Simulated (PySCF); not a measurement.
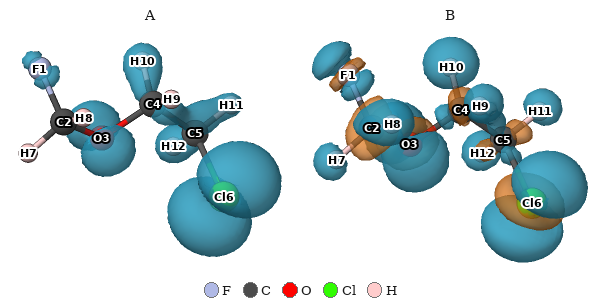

Figure 1: C3H6ClFO, SMILES `FCOCCCl`. The Fukui function f⁻ from two separate SCF calculations and the density of the HOMO, at ±0.02 e/Å³ (light blue positive, orange negative).

Method: PBE0/6-31+G*; geometry: GFN2-xTB; program: PySCF. No frequency check shows the geometry to be a minimum. GFN2-xTB bond lengths at metals and heavier atoms can be off by up to 0.1 Å and shapes distorted, which carries into these values.

Input script:

```python
import numpy as np
from pyscf import gto, scf, dft
from pyscf.scf import atom_ks, atom_hf
from scipy.linalg import block_diag

def solve(mol, dm0=None, hcore=None):
    mf = (dft.UKS if mol.spin else dft.RKS)(mol, xc='pbe0')
    mf.grids.level = 3
    mf = mf.density_fit(auxbasis='def2-universal-jkfit')
    mf.conv_tol, mf.max_cycle = 1e-8, 80
    if hcore is not None:
        mf.get_hcore = lambda *args: hcore
    mf.kernel(dm0)
    if not mf.converged:
        mf = mf.newton().run(mf.mo_coeff, mf.mo_occ, max_cycle=30)
    assert mf.converged, 'SCF not converged'
    return mf

mol = gto.M(atom='''
F     -2.91659     0.26470     0.05872
C     -1.95434    -0.72430     0.04656
O     -0.78066    -0.26753    -0.47146
C     -0.12135     0.70911     0.32167
C      1.26835     0.93131    -0.24426
Cl     2.31285    -0.47202     0.08635
H     -2.32302    -1.52191    -0.60637
H     -1.86789    -1.06232     1.09396
H     -0.06446     0.36877     1.36503
H     -0.68009     1.65473     0.28859
H      1.73728     1.79957     0.21603
H      1.21842     1.04675    -1.32584
''', basis='6-31+g*', charge=0, spin=0, verbose=4)
mf = solve(mol)
out = dict(e0=mf.e_tot, dm0=mf.make_rdm1(), c=mf.mo_coeff, occ=mf.mo_occ, eps=mf.mo_energy)
for name, dq, spin in [('cation', 1, 1), ('anion', -1, 1)]:
    ion = mol.copy().set(charge=mol.charge + dq, spin=spin).build()
    mi = solve(ion)
    if spin and dq > 0 and mol.nao < 130:
        c, _, stable, _ = mi.stability(return_status=True)
        if not stable:
            mi = solve(ion, mi.make_rdm1(c, mi.mo_occ))
    print(name, 'vertical energy change / eV', (mi.e_tot - mf.e_tot) * 27.211386)
    out.update({'e_' + name: mi.e_tot, 'dm_' + name: mi.make_rdm1(), 's2_' + name: mi.spin_square()[0], 'eps_' + name: mi.mo_energy, 'occ_' + name: mi.mo_occ})
# spherically averaged free atoms, for the promolecule
atm = atom_ks.get_atm_nrks(mol, xc='pbe0')
pro = block_diag(*[(atm[a[0]][2] * atm[a[0]][3]) @ atm[a[0]][2].T for a in mol._atom])
np.savez('result.npz', pro=pro, **out)
```

Launched as:

```sh
OMP_NUM_THREADS=1 python input.py
```

The run took 3.7 min on 1 thread of Intel(R) Xeon(R) Platinum 8488C (Sapphire Rapids), on a shared host, peak memory 0.71 GiB.

Partitions, critical points and surface values were worked out afterwards from this run's density.

Which panel is which, and how good is the frozen-orbital picture?

B is f⁻ (it has negative regions), A the HOMO density. The HOMO lies on Cl6 (62 %), O3 (15 %) and C5 (6 %); f⁻ (Hirshfeld-condensed) is largest on Cl6 (0.34); the vertical ionisation energy is 10.58 eV. Relaxation shifts 30 % of the electron between atoms. The orbital energy is −8.50 eV.
